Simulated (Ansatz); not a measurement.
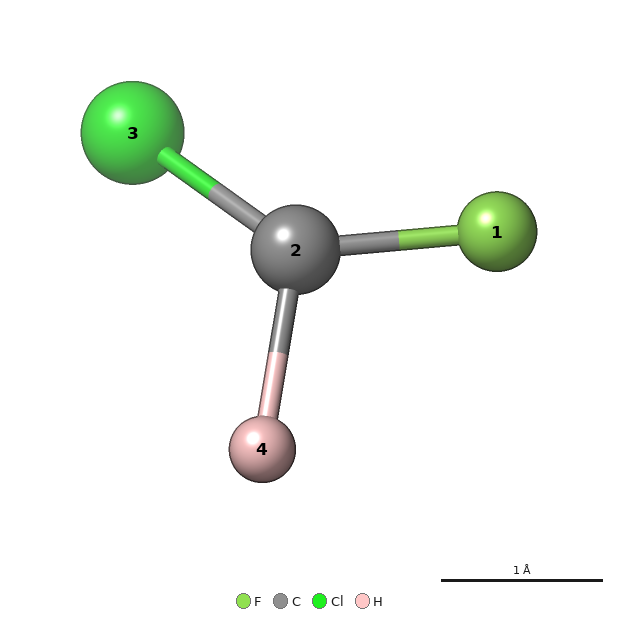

The picture comes from a calculation with Ansatz.

Orthographic view. Atoms fade into the background with distance from the viewer. State: neutral, doublet. Geometry: atoms displaced at random (about 0.1 Å) from a stationary point of GFN2-xTB.

Write a Z-matrix (Å, degrees) in the order of the atom numbers, with these reference atoms: 2 to 1; 3 to 2, 1; 4 to 2, 1, 3.

```
F  
C    1   1.256
Cl   2   1.587   1   125.8
H    2   1.307   1   104.3   3   145.2
```
